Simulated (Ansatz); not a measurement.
# Tc of Ca (Fm-3m) from its phonons, part 2 of 2

What Tc do the phonons of Ca (Fm-3m) give, and how does it depend on μ*? The cell shown first is a relaxed one, from steps not shown here.

Ansatz 0.2.0; DFT PBE, scalar-relativistic, plane waves, PAW; PAW set soft_1.

So far, log mean phonon energy ħω_log (meV): step 2 (resistivity: q 4×4×4, k 12×12×12, scattering 16×16×16) 11.4; step 3 (k-mesh 16×16×16, scattering mesh 24×24×24) 11.8.

## 4. Electron–phonon run: q 6×6×6, k 18×18×18, scattering 32×32×32

The next rung changes the q mesh, which sets the reach of the force constants and couplings; the k mesh of the density and its response; the scattering mesh, which samples the Fermi surface.

File input.yaml:

```yaml
crystal:
  lattice:
    - [0.0, 2.7620523563, 2.7620523563]
    - [2.7620523563, 0.0, 2.7620523563]
    - [2.7620523563, 2.7620523563, 0.0]
  atoms:
    - { symbol: Ca, position: [0.0, 0.0, 0.0] }
kpoints:
  mp_grid: { grid: [18, 18, 18] }
hamiltonian:
  xc: pbe
  pseudopotentials: { kind: paw, azcp: { folder: soft_1 } }
scf:
  occupations: { method: methfessel_paxton, width: 0.2 }
output:
  eigenvalues: true
phonons:
  method: dfpt
  qmesh: [6, 6, 6]
  temperatures: { t_max: 1000, t_step: 50 }
  qpath:
    path:
      - [[0.0, 0.0, 0.0], [0.5, 0.0, 0.5], [0.625, 0.25, 0.625]]
      - [[0.375, 0.375, 0.75], [0.0, 0.0, 0.0], [0.5, 0.5, 0.5], [0.5, 0.25, 0.75], [0.5, 0.0, 0.5]]
    npoints: 6
  electrical_resistivity:
    mesh: [32, 32, 32]
    temperatures: [20.0, 50.0, 80.0, 100.0, 150.0, 200.0, 273.0, 300.0, 400.0, 500.0, 600.0, 800.0]
  superconductivity: { mesh: [32, 32, 32] }
```

Run with:

```console
> ansatz run input.yaml --threads 16 --pin off --max-ram 92160MiB --backend cuda --events-out ev --progress --plain --runs-dir out --max-vram 78GiB
```

Numbers of over 12 decimals in the logs are rounded to 6 here.

Log:

```text
[...]
Crystal: 1 atoms, lattice volume = 42.143 Å³
Basis set: ecut = 420 eV, 869 PW (Γ), exchange–correlation on 54×54×54 points (8 copies of the dense FFT grid, shifted against one another)
Bands: 9, of which v1, the nominal top of the filled ones, is band 5 counted from 1 (4 counted from 0)
Symmetry: 48 space group operations
k-points: 195 of 5832
[...]
SCF iter   1: F=—  HF=-1816.858255 eV  |F-HF|=—  |Δ(HF+E_count)|=         —  Δρ=7.17e-3  dr2=1.93e-2  ethr=3.10e-3  ⟨swp⟩=4.8  Hψ=13590  notcnv=0
[...]
SCF iter   2: F=—  HF=-1816.859720 eV  |F-HF|=—  |Δ(HF+E_count)|=   1.47e-3  S|Δr|=    0.00e0  Δρ=4.53e-3  dr2=8.54e-3  ethr=1.93e-4  ⟨swp⟩=1.0  Hψ=3317  notcnv=0
[...]
SCF iter   7: F=-1816.862421 eV  HF=-1816.862421 eV  |F-HF|=2.27e-13  |Δ(HF+E_count)|=  1.62e-10  S|Δr|=    0.00e0  Δρ=8.97e-8  dr2=9.57e-13  ethr=1.00e-12  ⟨swp⟩=5.7  Hψ=7050  notcnv=0
SCF 1 converged in 7 iterations: F = -1816.862421 eV  dr2 = 9.57e-13
[...]
SCF 2 converged in 7 iterations: F = -1816.862421 eV  dr2 = 9.60e-13
[...]
SCF converged after 7 iterations
[...]
vibrations of 216 cells: unjudged by the run; compare a larger repeat
[...]
--- Superconductivity: potentials and phonons of a 6×6×6 supercell ---
           mesh         λ    ħω_log (meV)  μ* declared at (meV)
       32×32×32    0.1369          11.835               14.234
       16×16×16    0.1267          11.414               13.926
          8×8×8    0.1007          11.920               14.094
  λ by the species' shares of the modes' patterns: Ca 0.1369
[...]
0.08      0.000         0.000    none_found    none_found    none_found    none_found     none_found
      0.10      0.000         0.000    none_found    none_found    none_found    none_found     none_found
      0.12      0.000         0.000    none_found    none_found    none_found    none_found     none_found
      0.13          -             -    none_found    none_found    none_found    none_found     none_found
      0.14          -             -    none_found    none_found    none_found    none_found     none_found
      0.16          -             -    none_found    none_found    none_found    none_found     none_found
      0.20          -             -    none_found    none_found    none_found    none_found     none_found
  none_found: no transition down to 0.1 K
[...]
vibrations of 216 cells: unjudged by the run; compare a larger repeat
[...]
```

Run time: 73 s. Hardware: 1 × NVIDIA GB200 with 16 threads of Arm Neoverse V2, shared host; peak memory 7 GiB; 11 min of CPU time.

Numbers from this step:

| Property | Result |
| --- | --- |
| zero point energy | 0.02076 eV/cell |
| highest frequency, solved or plainly interpolated | 165.1 cm⁻¹ |
| resistivity at 300 K | 8.54 μΩ cm |
| coupling constant λ | 0.1369 |
| density of states at the Fermi level | 0.7686 states/eV a spin and cell |
| log mean phonon energy ħω_log | 11.83 meV |
| transport coupling constant λ_tr | 0.1333, 0.1333, 0.1333 (xx, yy, zz) |
| Drude plasma energy | 4.223, 4.223, 4.223 eV (xx, yy, zz) |
| resistivity times mean free path | 12.52, 12.52, 12.52 × 10⁻¹⁶ Ω m² (xx, yy, zz) |
| second-moment phonon energy ħω₂ | 14.23 meV |
| coupling λ by branch | 0.0382, 0.0221, 0.0767 (branches by rank of frequency) |

An empty cell: under 1 mK by a formula, or no transition down to the floor of the Eliashberg search. Transition temperatures:

| μ* | McMillan Tc (K) | Allen–Dynes Tc (K) |
| --- | --- | --- |
| 0.08 | - | - |
| 0.1 | - | - |
| 0.12 | - | - |
| 0.13 | - | - |
| 0.14 | - | - |
| 0.16 | - | - |
| 0.2 | - | - |

The Eliashberg function α²F has structure finer than the step of the table below, so its rows give means over 2 meV, whole bins alone (the curve runs from 0.08 to 20.4 meV). Peaks (meV: height): α²F 18.8: 0.364; α²F tr 18.8: 0.266.

Table of Eliashberg function α²F by phonon energy; means over each step:

| phonon energy (meV) | α²F | α²F tr |
| --- | --- | --- |
| 2 | 0.00207 | 0.00195 |
| 4 | 0.00827 | 0.0129 |
| 6 | 0.0157 | 0.0262 |
| 8 | 0.0187 | 0.0258 |
| 10 | 0.0264 | 0.0299 |
| 12 | 0.0413 | 0.0399 |
| 14 | 0.0490 | 0.0434 |
| 16 | 0.0839 | 0.0624 |
| 18 | 0.187 | 0.137 |

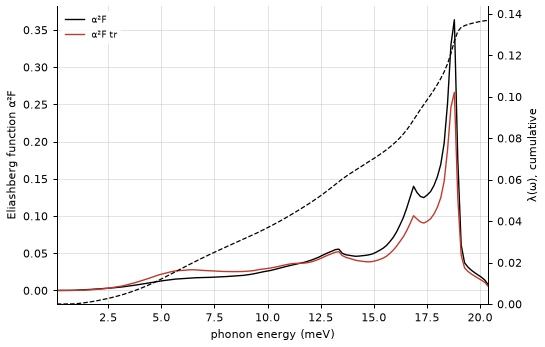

Eliashberg function α²F against phonon energy. The dashed line is the running λ.

## 5. Outcome

```yaml
meshes: q 6×6×6, k 18×18×18, scattering 32×32×32
coupling_constant_lambda: 0.137
log_mean_phonon_energy_omega_log: 11.8 meV
```

What this shows: In the last run (PBE, q 6×6×6, k 18×18×18, scattering 32×32×32), with λ = 0.14 and ħω_log = 11.8 meV, Tc at μ* = 0.13 is under 1 mK by the formulas. Wikipedia's list of superconducting elements holds no transition of Ca at normal pressure, in line with the calculation. In that run Allen and Dynes's formula gives no transition above 0.05 K at μ* = 0.10 or more. By the run's own test λ is not converged in the fine mesh: it moves by 7 % between the two finest, and by up to 21 % in the other runs. The run's transport test calls it not converged in the mesh; ρ(300 K) moves by 3 % in the component that moves most. Over the runs, λ takes the values 0.125, 0.144 and 0.137, in the order shown. μ* is a typed number, phonons are harmonic, and spin fluctuations are left out; with λ this near or under μ*(1 + 0.62 λ), the formulas give Tc only to its order of magnitude, or none.

[Logs are printed without paths, hosts, clocks, repeated set-up lines and the standing remarks that a program may print on its own settings, such as how far it seeks lower states.]

[Hosts, paths, dates, database ids (printed as entryN), source tags and the programs' standing remarks are cut or masked in the printed files.]
